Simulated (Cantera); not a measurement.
Feed: 1 mol CH3F, 0.47 mol F2, 0.15 mol H2, at 8.25 Torr.

Cantera equilibrium calculation (NASA polynomials, part measured and part estimated; ideal gas, pure solids and liquids). Candidate condensed phases: C, C6H6, C7H8, C8H18; 95 gas species. The numbers say what is thermodynamically allowed, not how fast it happens.

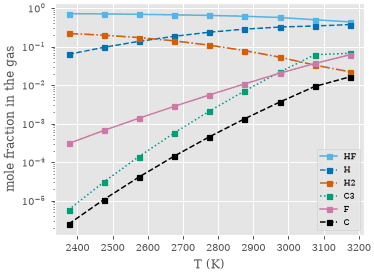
Fig. 1. Equilibrium gas composition (values under 1e-9 drawn at 1e-9)

From 2375 K to 3075 K the condensed part is C(graphite). At 3175 K nothing is condensed. The main C-bearing gas is C2H2 (acetylene) at 2375 K and C3 at 3175 K. The share of C in condensed phases is highest at 2375 K (99.2 %) and lowest at 3175 K (0.0 %).
